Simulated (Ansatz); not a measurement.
# FH3O2Si2 (SMILES O[Si]1(F)O[SiH2]1): what the fields show

```xyz
8

O    -1.8389    0.6607    0.5231
Si   -0.2831    0.2118    0.5913
F     0.1803    0.3664    2.1054
O     0.0507   -1.2613   -0.0737
Si    1.0482   -0.2711   -1.0643
H    -2.2255    1.0658    1.3020
H     2.4990   -0.5589   -0.9428
H     0.6615   -0.2706   -2.4967
```

Geometry: PBE0-D4/def2-TZVP.

All numbers below come from RKS PBE0-D4/def2-TZVPP in Ansatz 0.2.0.

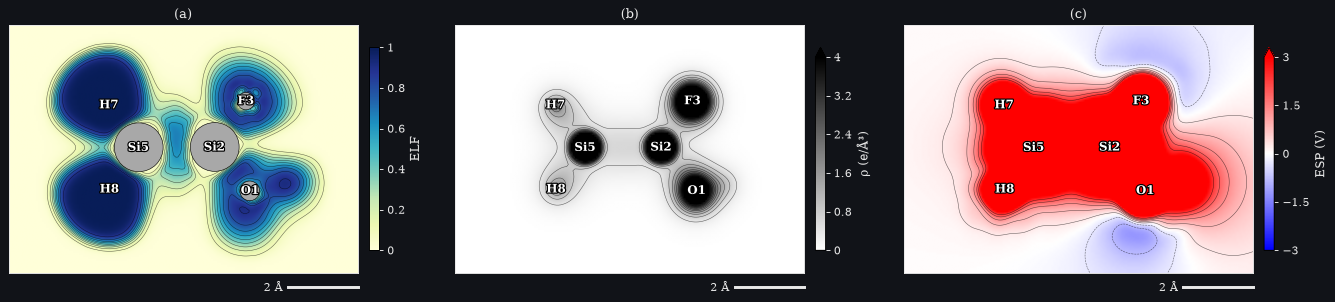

Figure 1. (a) ELF; (b) total electron density; (c) electrostatic potential on the plane of atoms F3, Si2 and Si5. Grey discs cover the atomic cores in the ELF map.

### Describe what can be read from this map.

Atoms in the plane: O, Si, F and H. Si–F (1.59 Å): the density is about 1.2 e/Å³ at the midpoint; the ELF peaks at about 0.85 in the valence shell of F, 0.6 Å from its nucleus, and is about 0.50 at the midpoint. Si–O (1.62 Å): ρ at the midpoint is about 1.3 e/Å³; the ELF peaks at about 0.90 between the atoms, as expected for a polar covalent bond. Si–Si (2.18 Å): ρ is about 0.62 e/Å³ halfway; the ELF peaks at about 0.60 between the atoms. Si–H (1.48 Å): ρ at the midpoint is about 0.82 e/Å³; the ELF climbs to about 1 towards the hydrogen, as it does in any bond to H. The ELF also peaks beside O1 and F3, away from the bonds: lone-pair regions. Outside the dense part of the molecule the potential is most negative (−1.2 V) near O1.

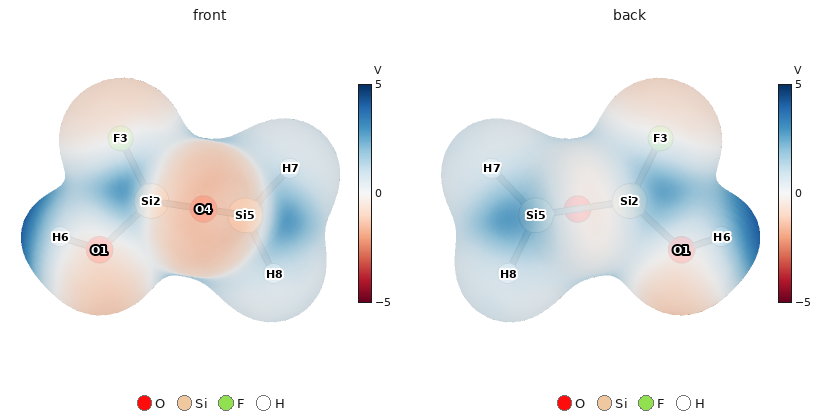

Figure 2. The electrostatic potential painted on the density surface at 0.004 e/bohr³, seen from the front and from behind; red is negative and blue positive.

### Where is the surface potential most negative and most positive?

The most negative region (about −1.5 V) lies over O4, the most positive (about +3.9 V) over H6. O4 is the likeliest acceptor of a hydrogen bond.

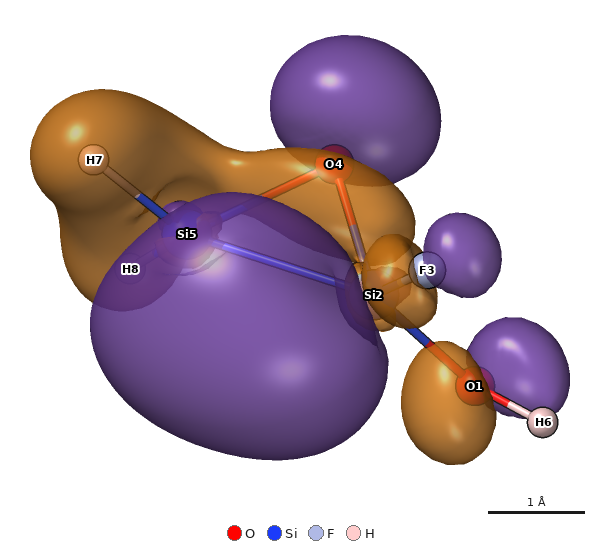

Figure 3. One frontier orbital at ±0.08 Å⁻³ᐟ² (orange and purple are the two phases), seen at an oblique angle.

### Which orbital is it: HOMO or LUMO?

The HOMO, at −7.21 eV. By Hirshfeld shares it lies mainly on Si5 (about 35 %), Si2 (about 30 %) and O4 (about 25 %).

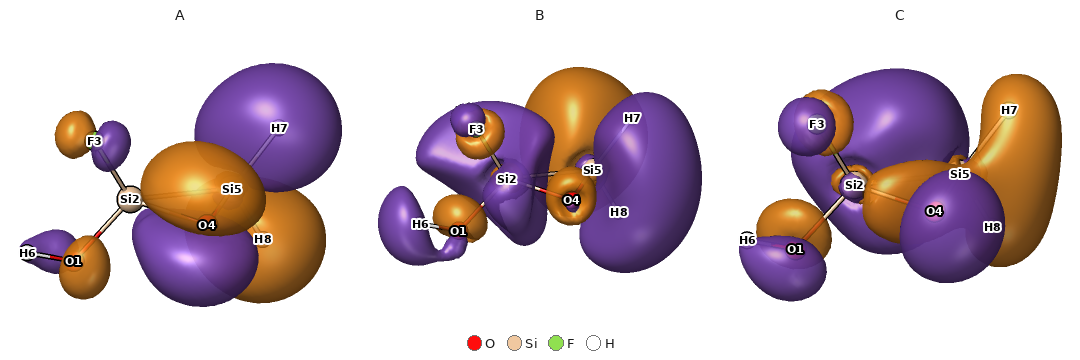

Figure 4. Three frontier orbitals at ±0.06 Å⁻³ᐟ² (orange and purple are the two phases), in no order.

### Which picture is the HOMO−1, the HOMO and the LUMO?

A is the HOMO−1 (−9.23 eV). Its weight (Hirshfeld) is mainly on O4 (about 40 %), Si5 (about 20 %), H8 (about 15 %) and H7 (about 15 %). C is the HOMO (−7.21 eV). It lies mainly on Si5 (about 35 %), Si2 (about 30 %) and O4 (about 25 %). B is the LUMO (−1.09 eV). Its weight (Hirshfeld) is mainly on Si5 (about 50 %) and Si2 (about 20 %).

### What is the HOMO–LUMO gap?

6.12 eV between the orbital energies.
